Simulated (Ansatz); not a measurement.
**BGeH$_{5}$O: density, localisation and related maps**

```xyz
8

B    -0.4673   -0.7983   -1.1398
Ge    0.0880    0.8271    0.0279
O     0.3580   -1.3486   -2.0548
H     1.2224   -0.9191   -2.1143
H     0.0426    0.4992    1.5311
H    -0.8401    2.0360   -0.1879
H    -1.5588   -1.3140   -1.0410
H     1.5264    1.2945   -0.2927
```

Geometry: r2SCAN-D4/def2-SVP.

These are results of Ansatz, isolated molecule in a Gaussian basis; Kohn-Sham density functional theory, functional PBE0, not measurements.

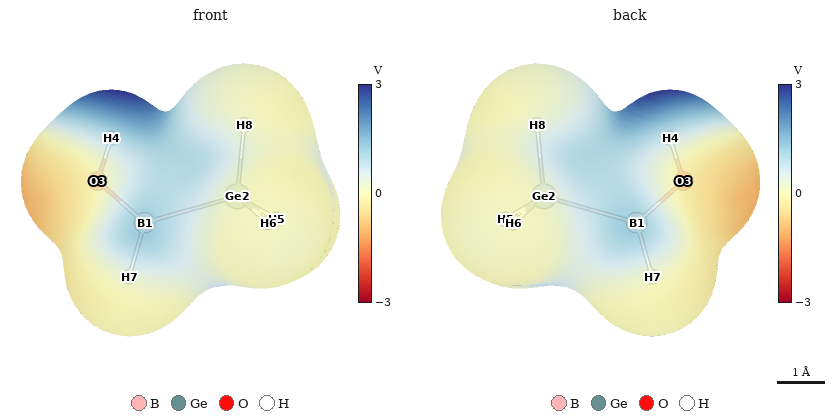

Figure 1. The molecular electrostatic potential painted on the density surface at 0.002 e/bohr³, seen from the front and from behind; red is negative and blue positive.

**Where is the surface potential most negative and most positive?**

The most negative region (about −1.0 V) lies over O3, the most positive (about +2.9 V) over H4. O3 is the likeliest acceptor of a hydrogen bond.

**What dipole moment does the calculation give?**

Its dipole moment is 1.07 D.

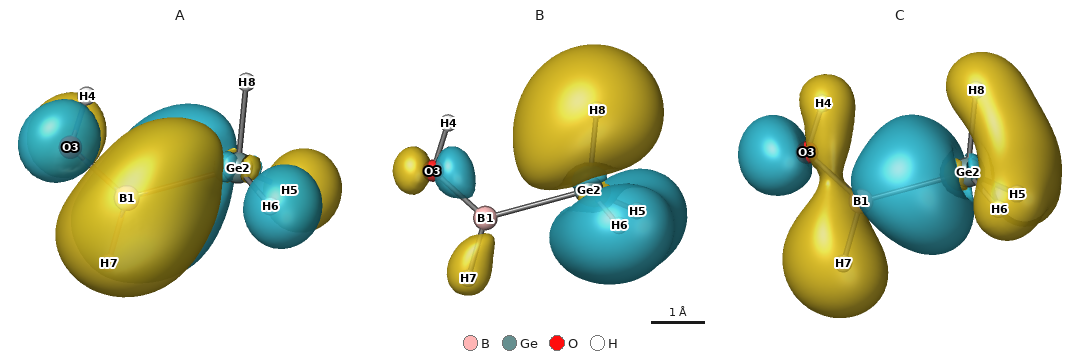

Figure 2. Three frontier orbitals at ±0.08 Å⁻³ᐟ² (yellow and cyan are the two phases), in no order.

**Order the three orbitals by energy and name them.**

B is the HOMO−1 (−9.45 eV). By Hirshfeld shares it lies mainly on Ge2 (about 40 %), H8 (about 35 %), H5 (about 10 %) and H6 (about 10 %). C is the HOMO (−7.86 eV). Its weight (Hirshfeld) is mainly on Ge2 (about 35 %), B1 (about 30 %), O3 (about 15 %) and H7 (about 10 %). A is the LUMO (−1.11 eV). Its weight (Hirshfeld) is mainly on B1 (about 50 %), Ge2 (about 20 %), O3 (about 15 %) and H7 (about 5 %).

**What is the HOMO–LUMO gap?**

6.75 eV between the orbital energies.

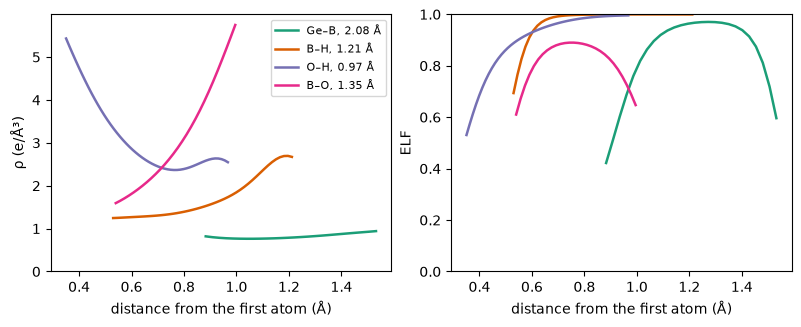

Figure 3. Total electron density and electron localisation function along straight lines between neighbouring atoms. The curves leave out the atomic cores.

**What kind of bonding do the profiles show?**

Ge–B (2.08 Å): the density is about 0.76 e/Å³ at the midpoint; the ELF peaks at about 1 between the atoms, as expected for localised, covalent bonding.
B–H (1.21 Å): ρ at the midpoint is about 1.3 e/Å³; the ELF climbs to about 1 towards the hydrogen, as it does in any bond to H (an ordinary covalent bond to hydrogen).
O–H (0.97 Å): the density is about 3.8 e/Å³ at the midpoint; the ELF climbs to about 1 towards the hydrogen (a covalent bond by its length).
B–O (1.35 Å): the density is about 2.2 e/Å³ at the midpoint; the ELF peaks at about 0.90 between the atoms; a short, strongly polar bond.
